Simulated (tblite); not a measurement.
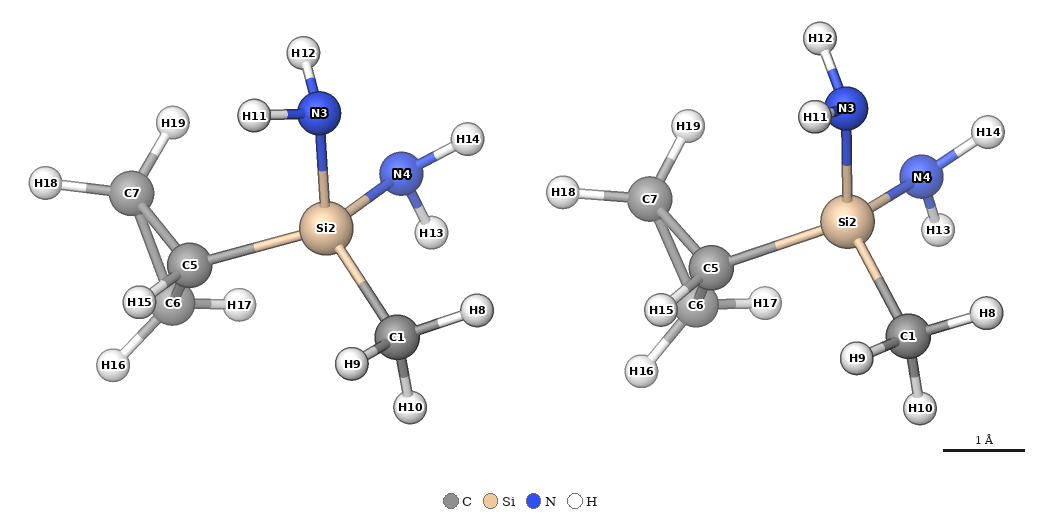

Two geometries of C$_{4}$H$_{12}$N$_{2}$Si, drawn at one scale. One is the start of a relaxation, the other its converged end. Style: ball-and-stick. Shown from a free direction.

The calculation used GFN2-xTB geometry optimisation, gas phase in tblite 0.8.0. 

Q: Which one is relaxed?

A: The right one is the relaxed one. The atom that moves furthest after the best rigid fit is H11 (0.65 Å). Largest moves by element: H 0.65 Å, N 0.17 Å, C 0.16 Å, Si 0.09 Å. Near-neighbour distances that change, for instance: C1–Si2 1.830 → 1.905 Å, Si2–N3 1.668 → 1.733 Å, Si2–N4 1.686 → 1.732 Å, Si2–C5 1.855 → 1.893 Å. Bond angles that change, for instance: Si2–N3–H12 107.2° → 117.2°, Si2–N4–H14 107.8° → 116.8°, N3–Si2–N4 94.1° → 102.3°. Groups turn about Si2–N3 by about 20°. After 70 geometry steps the energy has fallen by 13.9 kcal/mol. Cost: 0.87 s on 1 thread of Arm Neoverse N1 (shared host).
